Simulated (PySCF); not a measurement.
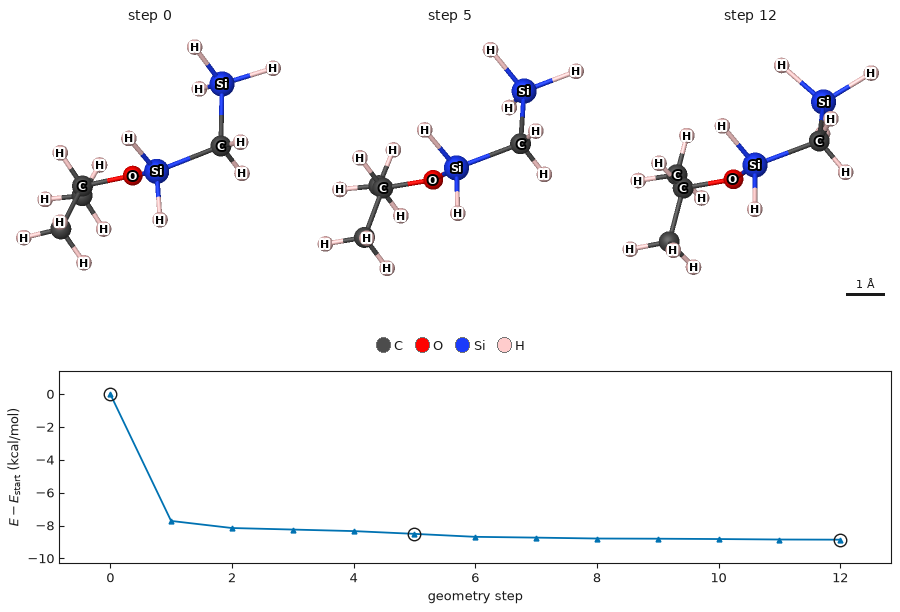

Frames of a relaxation of C4H14OSi2, marked on the history of the run. The picture is a ball-and-stick view, seen from a free direction.

The start comes from GFN2-xTB. Its atoms were then displaced at random by about 0.01 Å.

The calculation used PBE0-D3(BJ)/def2-SVP geometry optimisation, gas phase in PySCF 2.14.0, density-fitted response routines. 

Describe the path.

Over 12 geometry steps the energy falls by 8.86 kcal/mol. The largest move after the best rigid fit is that of an H atom, 1.38 Å. By element the largest moves are H 1.38 Å, C 0.62 Å, Si 0.61 Å, O 0.15 Å. Among the contacts that change: O–Si 1.592 → 1.667 Å, H–Si 1.444 → 1.500 Å, C–H 1.062 → 1.100 Å, H–Si 1.463 → 1.498 Å. Bond angles that change, for instance: C–O–Si 130.7° → 126.3°, O–Si–C 101.8° → 105.1°, O–Si–H 112.3° → 109.0°. Groups turn about C–O by about 40°. Cost: 3.4 min on 1 thread of Arm Neoverse V1, on a shared host. From step 0 to 5: an H atom moves most (0.60 Å), energy −8.51 kcal/mol. From step 5 to 12: an H atom moves most (0.84 Å), energy −0.35 kcal/mol.
